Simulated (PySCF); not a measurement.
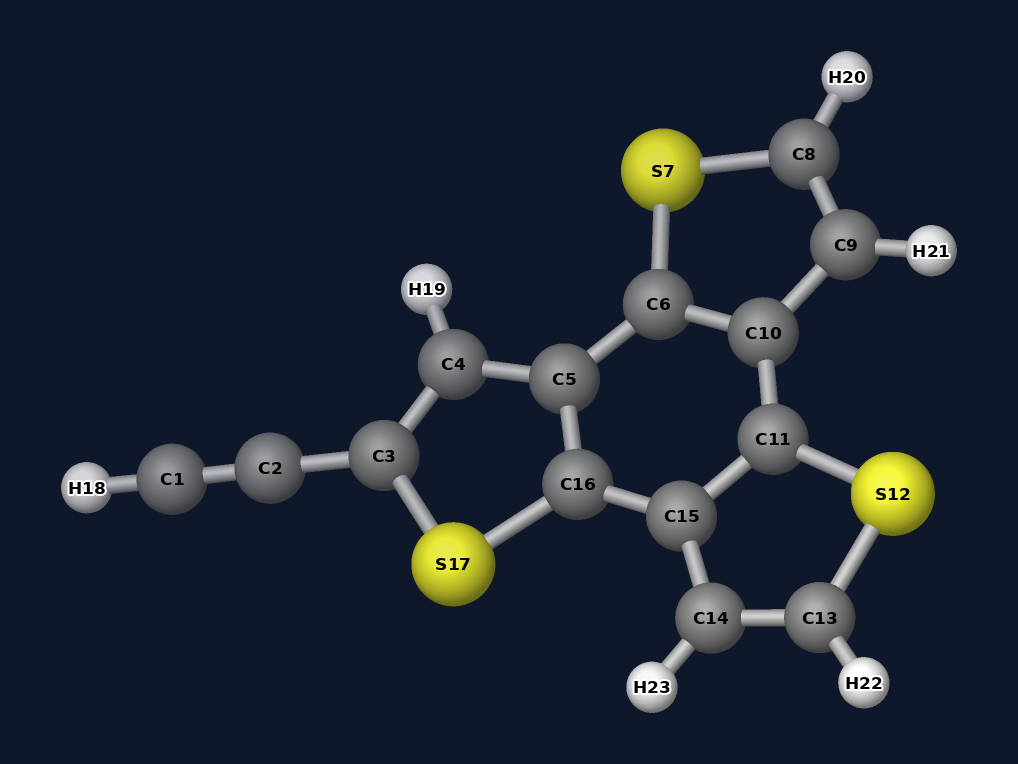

The computed structure is the end point of a GFN2-xTB optimisation. No frequency run is at hand to confirm it as a minimum. Properties computed with delta-SCF UKS SCAN, pcX-2 on the ionised atom, pcseg-1 elsewhere, spin-free X2C (atomic blocks) (PySCF 2.14.0).

Give the core-electron binding energies (to vacuum; p and d levels without spin–orbit splitting) of S7 1s, S7 2p, C9 1s, S17 1s, S17 2p.

```
atom  level  binding energy (eV)
  S7     1s               2477.5
  S7     2p                170.0
  C9     1s                290.1
 S17     1s               2477.5
 S17     2p                169.9
```
